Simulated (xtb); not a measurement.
## C2H4FNOSi: geometry relaxation (part 2 of 4)

C2H4FNOSi; GFN2-xTB (xtb 6.7.1). The geometry: force field.

Geometry of the input (Å):
```
O  1.6046  -0.9498  -0.2605
C  0.2692  -0.5001  0.2433
F  -0.1374  -1.2865  1.2577
C  -0.7896  -0.4084  -0.8137
N  -1.2404  0.8089  -0.8193
Si -0.0887  1.3328  0.4053
H  1.5911  -1.8597  -0.0963
H  -1.1907  -1.2532  -1.4081
H  -0.8060  1.7834  1.6672
H  0.8709  2.2813  -0.1729
```

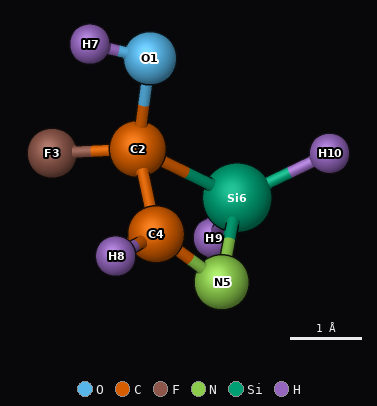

*The starting structure (ball-and-stick view, seen at a tilt; atoms are numbered from 1 in the order of the input).*

Output, continued:
```
 iter      E             dE          RMSdq      gap      omega  full diag
   1    -19.8597250 -0.198597E+02  0.129E-01    2.71       0.0  T
   2    -19.8597288 -0.383468E-05  0.832E-02    2.71       1.0  T
   3    -19.8597196  0.917038E-05  0.426E-02    2.71       1.0  T
   4    -19.8597307 -0.110680E-04  0.115E-02    2.71       2.7  T
   5    -19.8597309 -0.187087E-06  0.614E-03    2.71       5.2  T
   6    -19.8597310 -0.138069E-06  0.233E-03    2.71      13.6  T
   7    -19.8597310 -0.494766E-08  0.559E-04    2.71      56.5  T
   8    -19.8597310 -0.298012E-09  0.266E-04    2.71     118.8  T
     SCC iter.                  ...        0 min,  0.003 sec
     gradient                   ...        0 min,  0.003 sec
 * total energy  :   -19.7192518 Eh     change       -0.2266178E-03 Eh
   gradient norm :     0.0087875 Eh/α   predicted    -0.1595876E-03 ( -29.58%)
   displ. norm   :     0.1130559 α      lambda       -0.2380920E-03
   maximum displ.:     0.0707913 α      in ANC's #6, #1, #4, ...

........................................................................
.............................. CYCLE    7 ..............................
........................................................................

 iter      E             dE          RMSdq      gap      omega  full diag
   1    -19.8611776 -0.198612E+02  0.103E-01    2.71       0.0  T
   2    -19.8611802 -0.260617E-05  0.647E-02    2.71       1.0  T
   3    -19.8611759  0.423048E-05  0.308E-02    2.71       1.0  T
   4    -19.8611811 -0.519342E-05  0.864E-03    2.71       3.7  T
   5    -19.8611812 -0.738304E-07  0.484E-03    2.71       6.5  T
   6    -19.8611813 -0.616440E-07  0.207E-03    2.71      15.3  T
   7    -19.8611813 -0.532993E-08  0.942E-04    2.71      33.6  T
   8    -19.8611813 -0.183793E-08  0.312E-04    2.71     101.5  T
     SCC iter.                  ...        0 min,  0.003 sec
     gradient                   ...        0 min,  0.003 sec
 * total energy  :   -19.7194152 Eh     change       -0.1633664E-03 Eh
   gradient norm :     0.0072882 Eh/α   predicted    -0.1205665E-03 ( -26.20%)
   displ. norm   :     0.0643818 α      lambda       -0.1584727E-03
   maximum displ.:     0.0369467 α      in ANC's #6, #4, #1, ...

........................................................................
.............................. CYCLE    8 ..............................
........................................................................

 iter      E             dE          RMSdq      gap      omega  full diag
   1    -19.8637498 -0.198637E+02  0.833E-02    2.71       0.0  T
   2    -19.8637507 -0.885708E-06  0.543E-02    2.71       1.0  T
   3    -19.8637503  0.433431E-06  0.167E-02    2.71       1.9  T
   4    -19.8637511 -0.781609E-06  0.701E-03    2.71       4.5  T
   5    -19.8637510  0.730286E-08  0.450E-03    2.71       7.0  T
   6    -19.8637511 -0.393565E-07  0.134E-03    2.71      23.5  T
   7    -19.8637511  0.129085E-08  0.931E-04    2.71      34.0  T
   8    -19.8637511 -0.398045E-08  0.272E-04    2.71     116.3  T
     SCC iter.                  ...        0 min,  0.003 sec
     gradient                   ...        0 min,  0.003 sec
 * total energy  :   -19.7194835 Eh     change       -0.6828258E-04 Eh
   gradient norm :     0.0054991 Eh/α   predicted    -0.7956554E-04 (  16.52%)
   displ. norm   :     0.1173821 α      lambda       -0.1229276E-03
   maximum displ.:     0.0742013 α      in ANC's #6, #1, #4, ...

........................................................................
.............................. CYCLE    9 ..............................
........................................................................

 iter      E             dE          RMSdq      gap      omega  full diag
   1    -19.8630178 -0.198630E+02  0.107E-01    2.71       0.0  T
   2    -19.8630203 -0.241798E-05  0.659E-02    2.71       1.0  T
   3    -19.8630173  0.300163E-05  0.286E-02    2.71       1.1  T
   4    -19.8630210 -0.373283E-05  0.929E-03    2.71       3.4  T
   5    -19.8630211 -0.146672E-06  0.499E-03    2.71       6.3  T
   6    -19.8630212 -0.333823E-07  0.198E-03    2.71      16.0  T
   7    -19.8630212 -0.363790E-08  0.756E-04    2.71      41.8  T
   8    -19.8630212 -0.191752E-08  0.308E-04    2.71     102.8  T
     SCC iter.                  ...        0 min,  0.003 sec
     gradient                   ...        0 min,  0.002 sec
 * total energy  :   -19.7194921 Eh     change       -0.8680544E-05 Eh
   gradient norm :     0.0083011 Eh/α   predicted    -0.6231108E-04 ( 617.82%)
   displ. norm   :     0.0566306 α      lambda       -0.9996425E-04
   maximum displ.:     0.0355296 α      in ANC's #6, #1, #4, ...

........................................................................
.............................. CYCLE   10 ..............................
........................................................................

 iter      E             dE          RMSdq      gap      omega  full diag
   1    -19.8634750 -0.198635E+02  0.576E-02    2.71       0.0  T
   2    -19.8634763 -0.121886E-05  0.344E-02    2.71       1.0  T
   3    -19.8634752  0.110452E-05  0.175E-02    2.71       1.8  T
   4    -19.8634766 -0.146908E-05  0.521E-03    2.71       6.1  T
   5    -19.8634766 -0.245242E-07  0.279E-03    2.71      11.3  T
   6    -19.8634767 -0.226916E-07  0.129E-03    2.71      24.5  T
   7    -19.8634767 -0.148760E-08  0.358E-04    2.71      88.3  T
   8    -19.8634767 -0.275929E-09  0.142E-04    2.71     223.2  T
     SCC iter.                  ...        0 min,  0.003 sec
     gradient                   ...        0 min,  0.002 sec
 * total energy  :   -19.7195412 Eh     change       -0.4904215E-04 Eh
   gradient norm :     0.0025774 Eh/α   predicted    -0.5014175E-04 (   2.24%)
   displ. norm   :     0.0235961 α      lambda       -0.1614122E-04
   maximum displ.:     0.0119613 α      in ANC's #2, #3, #1, ...

........................................................................
.............................. CYCLE   11 ..............................
........................................................................

 iter      E             dE          RMSdq      gap      omega  full diag
   1    -19.8633373 -0.198633E+02  0.295E-02    2.71       0.0  T
   2    -19.8633375 -0.190528E-06  0.179E-02    2.71       1.8  T
   3    -19.8633374  0.659261E-07  0.534E-03    2.71       5.9  T
   4    -19.8633375 -0.111909E-06  0.244E-03    2.71      13.0  T
   5    -19.8633375 -0.765775E-08  0.938E-04    2.71      33.7  T
   6    -19.8633375 -0.197947E-09  0.355E-04    2.71      89.0  T
     SCC iter.                  ...        0 min,  0.002 sec
     gradient                   ...        0 min,  0.002 sec
 * total energy  :   -19.7195544 Eh     change       -0.1323934E-04 Eh
   gradient norm :     0.0016669 Eh/α   predicted    -0.8073559E-05 ( -39.02%)
   displ. norm   :     0.0772484 α      lambda       -0.2201427E-04
   maximum displ.:     0.0372770 α      in ANC's #1, #2, #6, ...

........................................................................
.............................. CYCLE   12 ..............................
........................................................................

 iter      E             dE          RMSdq      gap      omega  full diag
   1    -19.8629647 -0.198630E+02  0.830E-02    2.71       0.0  T
   2    -19.8629660 -0.127547E-05  0.505E-02    2.71       1.0  T
   3    -19.8629657  0.318640E-06  0.132E-02    2.71       2.4  T
   4    -19.8629663 -0.589895E-06  0.691E-03    2.71       4.6  T
   5    -19.8629663 -0.716046E-07  0.291E-03    2.71      10.9  T
   6    -19.8629663 -0.318984E-08  0.153E-03    2.71      20.6  T
   7    -19.8629664 -0.116767E-07  0.488E-04    2.71      64.8  T
   8    -19.8629664 -0.392603E-09  0.157E-04    2.71     201.7  T
     SCC iter.                  ...        0 min,  0.003 sec
     gradient                   ...        0 min,  0.003 sec
 * total energy  :   -19.7195640 Eh     change       -0.9571323E-05 Eh
   gradient norm :     0.0011063 Eh/α   predicted    -0.1103826E-04 (  15.33%)
   displ. norm   :     0.0209811 α      lambda       -0.4260873E-05
   maximum displ.:     0.0123665 α      in ANC's #3, #2, #4, ...

........................................................................
.............................. CYCLE   13 ..............................
........................................................................

 iter      E             dE          RMSdq      gap      omega  full diag
   1    -19.8631469 -0.198631E+02  0.244E-02    2.71       0.0  T
   2    -19.8631470 -0.108537E-06  0.151E-02    2.71       2.1  T
   3    -19.8631469  0.290092E-07  0.369E-03    2.71       8.6  T
   4    -19.8631470 -0.483757E-07  0.213E-03    2.71      14.9  T
   5    -19.8631470 -0.831935E-08  0.768E-04    2.71      41.2  T
   6    -19.8631470 -0.224272E-09  0.359E-04    2.71      88.0  T
     SCC iter.                  ...        0 min,  0.002 sec
     gradient                   ...        0 min,  0.003 sec
 * total energy  :   -19.7195675 Eh     change       -0.3471130E-05 Eh
   gradient norm :     0.0007378 Eh/α   predicted    -0.2131510E-05 ( -38.59%)
   displ. norm   :     0.0092861 α      lambda       -0.1092561E-05
   maximum displ.:     0.0067740 α      in ANC's #3, #1, #8, ...

   *** GEOMETRY OPTIMIZATION CONVERGED AFTER 13 ITERATIONS ***

------------------------------------------------------------------------
 total energy gain   :        -0.0169491 Eh      -10.6357 kcal/mol
 total RMSD          :         0.2569899 a0        0.1360 Å
 total power (kW/mol):        -3.4230588 (step) -470.7394 (real)
------------------------------------------------------------------------

 ANCopt (total)                0 d,  0 h,  0 min,  0.095 sec
 optimizer setup                ...        0 min,  0.000 sec (  0.129%)
 model hessian                  ...        0 min,  0.001 sec (  0.979%)
 ANC generation                 ...        0 min,  0.000 sec (  0.221%)
 coordinate transformation      ...        0 min,  0.000 sec (  0.184%)
 single point calculation       ...        0 min,  0.090 sec ( 95.306%)
 optimization log               ...        0 min,  0.001 sec (  0.914%)
 hessian update                 ...        0 min,  0.000 sec (  0.141%)
 rational function              ...        0 min,  0.001 sec (  1.035%)

================
 final structure:
================
$coord
        2.89320299910829       -1.64786592799943       -0.23216281803980      o
        0.51569418222103       -0.96486896350308        0.55449881821508      c
       -0.20712844581310       -2.52718021333024        2.56185742640255      f
       -1.51347495355291       -0.88065119359924       -1.46035838934335      c
       -2.22279572061008        1.40850317047282       -1.69246665079669      n
       -0.21469326618721        2.65433650301290        0.74132661709821      si
        2.92390820996069       -3.41256431964475       -0.71352719429276      h
       -2.25979966182764       -2.42010541388044       -2.58189420773727      h
       -1.57904677225373        3.44103009846484        2.98572201284719      h
        1.82098069729869        4.25242330981363       -0.15789335381718      h
$end

 Bond Distances (Angstroems)
 ---------------------------
O1-C2=1.3736         O1-H7=0.9681         C2-O1=1.3736         C2-F3=1.3993         C2-C4=1.5139         C2-Si6=1.9563
F3-C2=1.3993         C4-C2=1.5139         C4-N5=1.2741         C4-Si6=2.3085        C4-H8=1.0825         N5-C4=1.2741
N5-Si6=1.7951        Si6-C2=1.9563        Si6-C4=2.3085        Si6-N5=1.7951        Si6-H9=1.4509        Si6-H10=1.4498
H7-O1=0.9681         H8-C4=1.0825         H9-Si6=1.4509        H10-Si6=1.4498
 C  H  Rav=1.0825 sigma=0.0000  Rmin=1.0825  Rmax=1.0825     1
 C  C  Rav=1.5139 sigma=0.0000  Rmin=1.5139  Rmax=1.5139     1
 N  C  Rav=1.2741 sigma=0.0000  Rmin=1.2741  Rmax=1.2741     1
 O  H  Rav=0.9681 sigma=0.0000  Rmin=0.9681  Rmax=0.9681     1
 O  C  Rav=1.3736 sigma=0.0000  Rmin=1.3736  Rmax=1.3736     1
 F  C  Rav=1.3993 sigma=0.0000  Rmin=1.3993  Rmax=1.3993     1
 Si H  Rav=1.4504 sigma=0.0005  Rmin=1.4498  Rmax=1.4509     2
 Si C  Rav=2.1324 sigma=0.1761  Rmin=1.9563  Rmax=2.3085     2
 Si N  Rav=1.7951 sigma=0.0000  Rmin=1.7951  Rmax=1.7951     1

 selected bond angles (degree)
 --------------------
H7-O1-C2=110.42                F3-C2-O1=108.96                C4-C2-O1=116.36                C4-C2-F3=110.99
Si6-C2-O1=116.99               Si6-C2-F3=119.08               Si6-C2-C4= 82.34               N5-C4-C2=107.75
Si6-C4-C2= 57.13               Si6-C4-N5= 50.65               H8-C4-C2=128.52                H8-C4-N5=123.72
H8-C4-Si6=174.34               Si6-N5-C4= 96.06               C4-Si6-C2= 40.54               N5-Si6-C2= 73.81
N5-Si6-C4= 33.29               H9-Si6-C2=114.87               H9-Si6-C4=119.83               H9-Si6-N5=113.46
H10-Si6-C2=114.06              H10-Si6-C4=121.89              H10-Si6-N5=114.74              H10-Si6-H9=118.10

 selected dihedral angles (degree)
 ---------------------------------
F3-C2-O1-H7= 57.29            C4-C2-O1-H7=290.93            Si6-C2-O1-H7=196.03           N5-C4-C2-O1=245.39
N5-C4-C2-F3=120.04            N5-C4-C2-Si6=  1.77           Si6-C4-C2-O1=243.61           Si6-C4-C2-F3=118.27
H8-C4-C2-O1= 64.08            H8-C4-C2-F3=298.73            H8-C4-C2-Si6=180.46           Si6-N5-C4-C2=358.08
Si6-N5-C4-H8=179.31           C4-Si6-C2-O1=115.73           C4-Si6-C2-F3=250.20           N5-Si6-C2-O1=114.49
N5-Si6-C2-F3=248.96           N5-Si6-C2-C4=358.75           H9-Si6-C2-O1=223.29           H9-Si6-C2-F3=357.76
H9-Si6-C2-C4=107.56           H10-Si6-C2-O1=  4.14          H10-Si6-C2-F3=138.61          H10-Si6-C2-C4=248.41
C2-Si6-C4-N5=182.18           C2-Si6-C4-H8=176.32           N5-Si6-C4-C2=177.82           N5-Si6-C4-H8=354.14
H9-Si6-C4-C2=265.68           H9-Si6-C4-N5= 87.86           H9-Si6-C4-H8= 82.00           H10-Si6-C4-C2= 90.64
H10-Si6-C4-N5=272.83          H10-Si6-C4-H8=266.96          C2-Si6-N5-C4=  1.48           H9-Si6-N5-C4=250.90
H10-Si6-N5-C4=110.96
           -------------------------------------------------
          |                Final Singlepoint                |
           -------------------------------------------------

          ...................................................
          :                      SETUP                      :
          :.................................................:
          :  # basis functions                  34          :
          :  # atomic orbitals                  33          :
          :  # shells                           17          :
          :  # electrons                        34          :
          :  max. iterations                   250          :
          :  Hamiltonian                  GFN2-xTB          :
          :  restarted?                      false          :
          :  GBSA solvation                  false          :
          :  PC potential                    false          :
          :  electronic temp.          300.0000000     K    :
          :  accuracy                    1.0000000          :
          :  -> integral cutoff          0.2500000E+02      :
          :  -> integral neglect         0.1000000E-07      :
          :  -> SCF convergence          0.1000000E-05 Eh   :
          :  -> wf. convergence          0.1000000E-03 e    :
          :  Broyden damping             0.4000000          :
          :  net charge                          0          :
          :  unpaired electrons                  0          :
          ...................................................

 iter      E             dE          RMSdq      gap      omega  full diag
   1    -19.8631470 -0.198631E+02  0.138E-04    2.71       0.0  T
   2    -19.8631470 -0.145342E-10  0.801E-05    2.71     394.8  T
   3    -19.8631470 -0.184670E-10  0.715E-05    2.71     442.2  T

   *** convergence criteria satisfied after 3 iterations ***
```
